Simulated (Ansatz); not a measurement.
Effort and miss along a sweep of kpoints.mp_grid.grid: Ru2N (P-62m, 9 atoms in the cell)

Cell: a = 5.6198 Å, b = 5.6198 Å, c = 3.2866 Å, α = 90.00°, β = 90.00°, γ = 120.00°.

Method of the run: PBE (plane waves, PAW; Ansatz, a program for electronic structure).

Base settings: basis.ecutwfc = 420 eV; kpoints.mp_grid.grid = 4 4 5; hamiltonian.xc = pbe; hamiltonian.pseudopotentials = {kind: paw} (the program's default PAW files); scf.occupations.method = gaussian; scf.occupations.width = 0.272 eV.

Misses are taken against the tightest run, 17 17 24, which need not be fully converged itself. The energy is the free energy per atom.

The count of work is k-points × plane waves × bands × iterations; it is no time, and leaves out set-up, grids and terms that scale otherwise. Core times come from one kind of shared machine and are given to one figure; runs under 30 s give none.

The starting cell was generated: these elements placed on a structure prototype, without a prior relaxation; it need not be a known phase or ordering of this composition. Spin polarisation is off; with an odd number of electrons in the cell that forces a metal, and a magnetic state may lie lower. In the base run, with a pressure of about 45 GPa the cell is away from its equilibrium volume at this level. In the base run, forces exceed 1 eV/Å. Ansatz's pressure includes its estimate of the finite-basis (Pulay) stress. Without a gap this mesh is coarse (it stands for a supercell whose shortest vector is 16 Å).

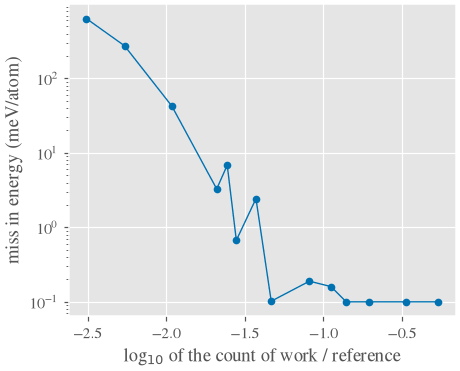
*Miss against the count of work; the reference run is not drawn, and misses under 0.1 meV/atom are drawn there.*

```tsv
kpoints.mp_grid.grid	energy less reference (meV/atom)	pressure less reference (GPa)	largest difference in the force on any atom (eV/Å)	count of work / reference	core time / reference (rough)
1 1 1	-637.38	-15.02	3.583	0.0031	–
1 1 2	-274.39	-2.85	0.897	0.0054	–
2 2 3	42.55	1.67	0.411	0.011	–
3 3 4	-6.84	-0.23	0.108	0.024	–
3 3 5	-3.28	0.03	0.075	0.021	–
4 4 5	-0.67	0.12	0.006	0.028	–
4 4 6	-2.43	-0.10	0.016	0.037	–
5 5 7	-0.10	-0.02	0.016	0.047	–
6 6 8	0.19	0.03	0.013	0.082	–
7 7 10	0.16	0.03	0.003	0.11	–
8 8 11	-0.02	0.00	0.003	0.14	–
9 9 13	-0.01	0.00	0.000	0.20	0.2
11 11 16	0.00	0.00	0.000	0.34	0.4
13 13 20	0.00	0.00	0.000	0.54	0.5
17 17 24	0.00	0.00	0.000	1.0	1
```

Coarsest setting among those run that, with all tighter ones, holds the energy within 20 meV/atom of the reference: 3 3 4, off by 6.8 meV/atom; it needs 0.024 of the reference's count of work.

Coarsest setting among those run that, with all tighter ones, holds the energy within 0.5 meV/atom of the reference: 5 5 7, off by 0.10 meV/atom; it needs 0.047 of the reference's count of work.

The step from 4 4 6 to 8 8 11: it takes the miss in the energy from 2.4 to 0.02 meV/atom, for 3.8 times the count of work.

Keys are those of Ansatz 0.2.
